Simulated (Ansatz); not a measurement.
A computed series for Ir: pressure series

Start from Ir in the fcc (Cu type) structure (space group Fm-3m, No. 225; a = 3.811 Å).

Cell and atoms are relaxed at each pressure.

The values are results of LDA, PAW, 420 eV (Ansatz, a program for electronic structure; spin-orbit coupling left out), not measurements.

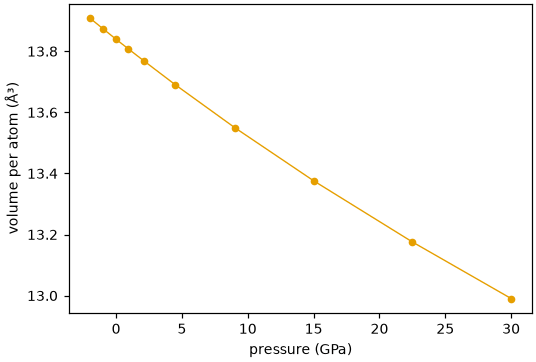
Fig. 1. Volume per atom against pressure

Q: From the plot, what is the volume per atom for pressure 4.5 GPa?

A: About 13.69 Å³.

Q: Is the trend monotonic over the range shown?

A: Yes, it falls throughout, spanning 12.99 Å³ to 13.91 Å³.

Load acts through the strain it causes; cell and atoms are relaxed under it. Whether these cells are dynamically stable was not tested. Competing high-pressure phases were not computed. The final runs are not spin-polarised.
